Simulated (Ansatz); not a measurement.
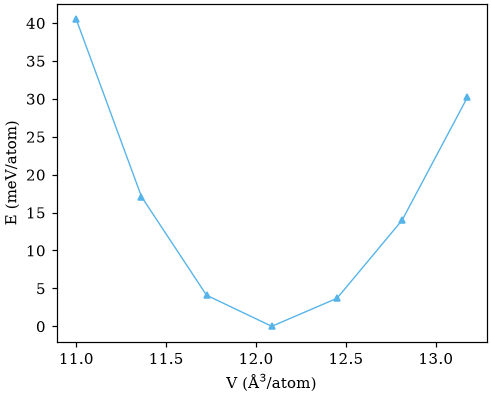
*BeS (rock salt, Fm-3m) under volume change, the program Ansatz at the PBEsol level (PAW), scaled uniformly.*

Problem. What does a third-order Birch–Murnaghan fit give for V₀, B₀ and B′?

Solution. V₀ = 12.09 Å³/atom, B₀ = 114 GPa, B′ = 3.8.

A made-up cell: these elements were put on the sites of a structure type; neither database checked (COD, Materials Project) lists it. COD files the formula under space group No. 216, so this cell is another polymorph or a model. Whether it is the stable phase at ambient conditions was not checked. Symmetry was held in the PBEsol relaxation. At this level the phase is dynamically unstable (imaginary phonons).

Potentials: the later of the program's two PAW sets.
